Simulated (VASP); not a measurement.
Here is the system:

```yaml
crystal:
  lattice:
    - [0.00000, 2.84912, 2.84912]
    - [2.84912, 0.00000, 2.84912]
    - [2.84912, 2.84912, 0.00000]
  atoms:
    - { symbol: Ge, position: [0.00000, 0.00000, 0.00000] }
    - { symbol: Ge, position: [0.25000, 0.25000, 0.25000] }
```

These are PBE GGA with D3 dispersion (Becke-Johnson damping), VASP's PBE PAW potentials (set 64) (plane waves; VASP) values and carry that method's errors. Settings: 520 eV cut-off, 12×12×12 Γ-centred mesh, tetrahedra with Blöchl corrections, potentials Ge_d.

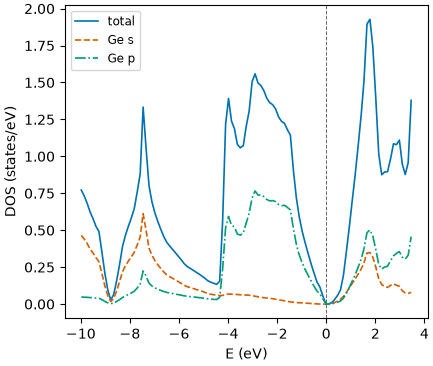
Figure. Total and projected density of states, zero at the Fermi level

Within 2 eV below the Fermi level the largest weight inside VASP's projection spheres is Ge p.

It has no gap at this level: it comes out as a metal or semimetal.

The compound is Ge in the diamond structure. It was relaxed first.
